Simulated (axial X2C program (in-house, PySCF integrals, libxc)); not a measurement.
# CuF: Ω levels from open-shell CI on d9 s1 p(π)0

Which Ω levels does CuF have in the configuration d9 s1 p(π)0, and how far apart?

The runs use an in-house X2C program for linear molecules on PySCF integrals; two-component X2C, average-of-configuration Hartree–Fock and CI in the open shells.

All values are calculated.

### Step 1. The job

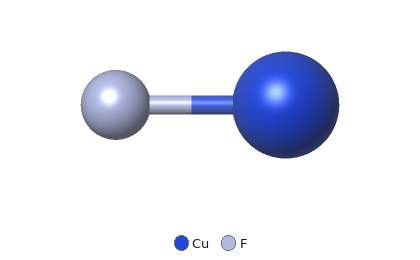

The atoms on one line, bond 1.790 Å (copper blue, fluorine light blue).

task.json

```json
{
 "zs": [
  29,
  9
 ],
 "q": 0,
 "bas": [
  "dyall-v3z",
  "dyall-av3z"
 ],
 "r0": 1.76,
 "metal": 0,
 "shells": [
  [
   2,
   [
    0,
    1,
    2
   ],
   9
  ],
  [
   0,
   [
    0
   ],
   1
  ],
  [
   1,
   [
    1
   ],
   0
  ]
 ],
 "fix": 0,
 "emax": 3.2,
 "nroots": 4
}
```

Keys: zs atomic numbers; q charge; bas basis sets; r0 starting distance in Å; metal index of the metal atom; shells open shells as [l, |m| values, electrons]; fix electron count of the first shell held; emax energy window in eV; nroots roots for each Ω.

Started as:

```console
$ python soci.py task.json out
```

Two-component X2C with atomic mean-field Coulomb and Gaunt terms, basis Cu dyall-v3z, F dyall-av3z (cores contracted in-house). Orbitals come from Hartree–Fock averaged over the configuration Cu d9 s1 p(π)0; CI then distributes these electrons over the d, s, p(π) shells of Cu.

### Step 2. CI at R = 1.790 Å

Q: Predict the outcome of this session. Wanted: lowest level of the model; next level; lowest curve, Re and ωe.

**Answer**, as computed:

| quantity | value |
| --- | --- |
| lowest level of the model | Ω = 0, g∥ = 0.00, 100% d9 s1 |
| next level | Ω = 1, 60 cm⁻¹ higher |
| lowest curve, Re and ωe | 1.759 Å, 673.4 cm⁻¹ |

In words: From 1.790 to 1.862 Å the gap from the lowest to the fifth level goes from 2888 to 2621 cm⁻¹. Without dynamic correlation distances can be off by several hundredths of an Å, and the wavenumbers are rough. There is no dynamic correlation: spin–orbit spacings and, for f shells, spacings inside one term are the most reliable numbers, splittings between terms come out too wide, and energies between configurations are not reliable, so the lowest level need not be the ground state of the molecule. For d shells the ligand-field splittings (σ, π, δ) and their order can be off by a thousand cm⁻¹ or more. At most 4 roots were kept for each Ω > 0 (twice that for Ω = 0) within 3.2 eV of the lowest, so higher up levels can be missing between those listed; levels with Ω > 0 are doubly degenerate and listed once, Ω = 0 levels singly. States that fill the shells left empty in the average are placed too high.
